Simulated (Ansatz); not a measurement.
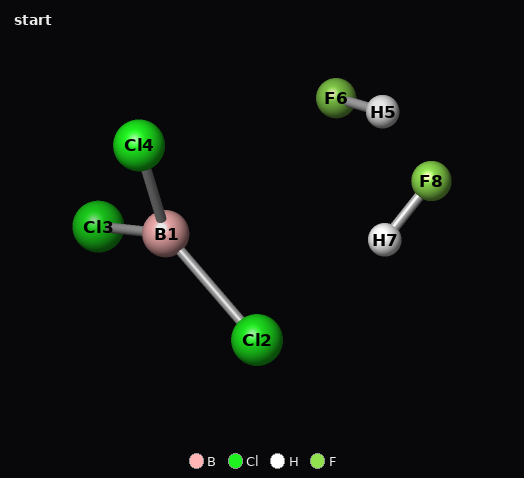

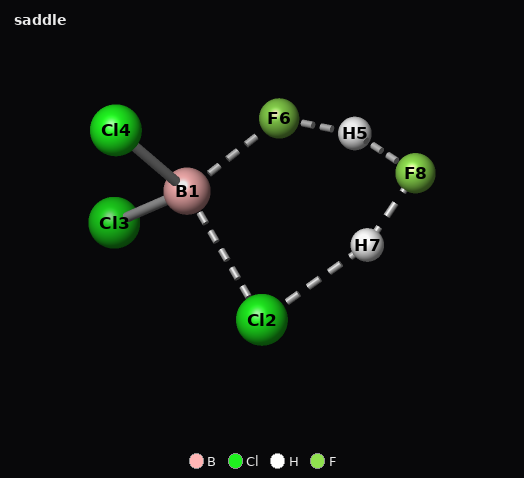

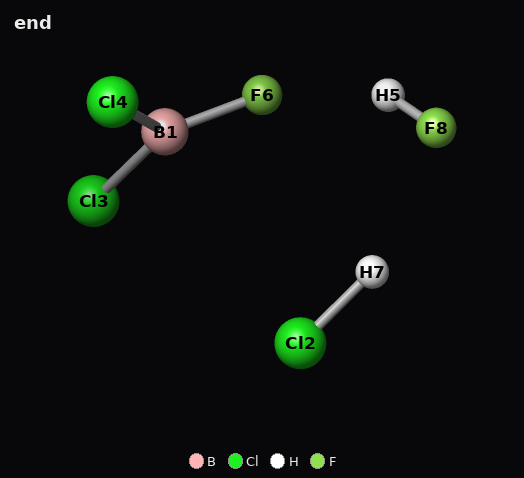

A saddle point and the two end points reached downhill from it. Broken sticks mark bonds that form or break. The species is neutral and a spin singlet. Geometries: PBE0-D4/def2-TZVP; all other levels are single points on them, and energies count from the start as drawn. Program: Ansatz 0.2.0. In CBS estimates cores are frozen, and CCSD(T) − MP2 is taken in the smaller basis.

Q: Which bonds form and which break from start to end?

A: Formed: B1–F6, Cl2–H7, H5–F8; broken: B1–Cl2, H5–F6, H7–F8. At the saddle point B1···F6 is 1.51 Å, Cl2···H7 is 1.65 Å, H5···F8 is 1.12 Å, B1···Cl2 is 1.96 Å, H5···F6 is 1.17 Å, H7···F8 is 1.08 Å.

Give the electronic barrier and the reaction energy from start to end in kcal/mol (no zero-point energy) with CCSD(T)/CBS (MP2 limit from def2-TZVPP and def2-QZVPP plus CCSD(T) − MP2).

```json
{"level": "CCSD(T)/CBS (MP2 limit from def2-TZVPP and def2-QZVPP plus CCSD(T) − MP2)", "barrier": "10.7", "reaction energy": "−11.1"}
```
